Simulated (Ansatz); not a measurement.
Base system: CdTe in the zinc blende structure (space group F-43m, No. 216; a = 6.5581 Å). Axes: x, y, z lie along the cube axes.

Modification: uniaxial strain ε_xx = −0.70 %, all other strain components held at zero; the atoms relax in the strained cell.

Level of theory: r2SCAN, PAW, 500 eV (Ansatz, a first-principles code; no spin-orbit coupling), earlier PAW set.

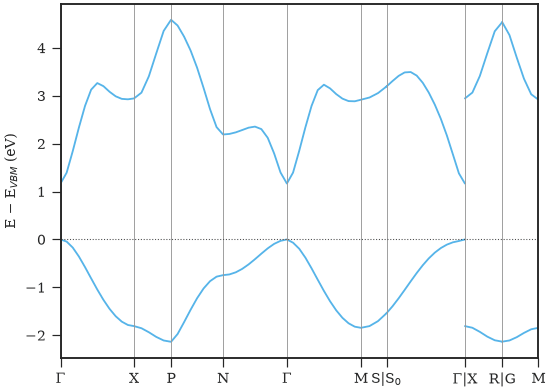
Highest valence and lowest conduction band along the path of the changed cell's own zone

The gap is 1.17 eV, direct at Γ; the base has 1.16 eV.

With Te present, leaving out spin-orbit coupling can change the band edges. Stability against distortions was not tested. k-point labels follow each cell's own Brillouin zone.
